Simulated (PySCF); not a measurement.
```xyz
18

O    -1.3956    2.8086   -0.3511
C    -1.6057    1.6419   -0.1580
C    -0.5654    0.6336    0.2514
C     0.8365    1.2178    0.3430
C     1.8404    0.1243    0.6714
O     1.7802   -0.9382   -0.2451
C     0.5227   -1.5534   -0.2753
C    -0.5755   -0.5814   -0.6831
H    -2.6382    1.2153   -0.2834
H    -0.8828    0.2767    1.2541
H     0.8760    2.0194    1.0966
H     1.0966    1.6804   -0.6229
H     1.6598   -0.2529    1.7013
H     2.8695    0.5108    0.6383
H     0.2810   -1.9842    0.7206
H     0.5927   -2.3874   -0.9892
H    -0.3906   -0.2491   -1.7188
H    -1.5549   -1.0878   -0.6686
```

Geometry: PBE0-D3(BJ)/def2-SVP.

All numbers below come from PBE0/pcSseg-1, SCF density, gas phase, non-relativistic (PySCF 2.14.0).

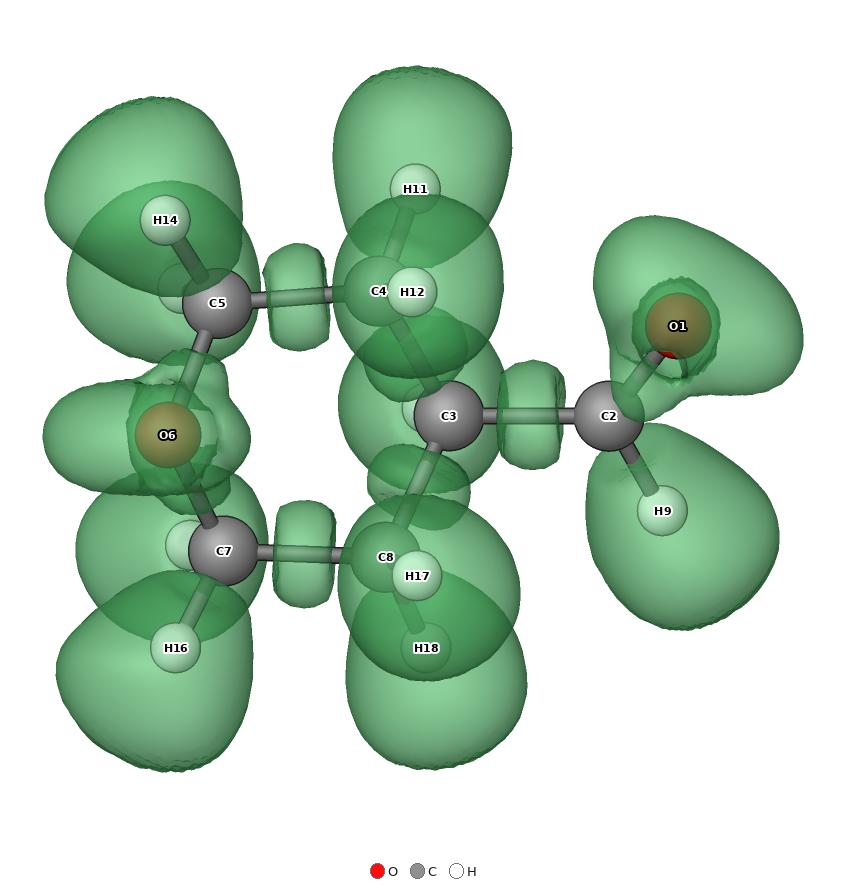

C6H10O2 (SMILES O=CC1CCOCC1). Isosurface of the electron localisation function at 0.75 (green), seen across its widest extent. Core shells and regions of very low density are left out.

Q: Identify the bonds, lone pairs and shells in this picture.

A: The surface consists of five regions between bonded C–C atoms (shared pairs), ten regions around hydrogen nuclei and two regions on O in which the atom's valence shell and bonds are merged. Profiles from the grid: C–O (1.20 Å): the ELF peaks at about 0.85 between the atoms (a multiple bond). C–C (1.51 Å): the ELF peaks at about 0.95 between the atoms: a shared electron pair.
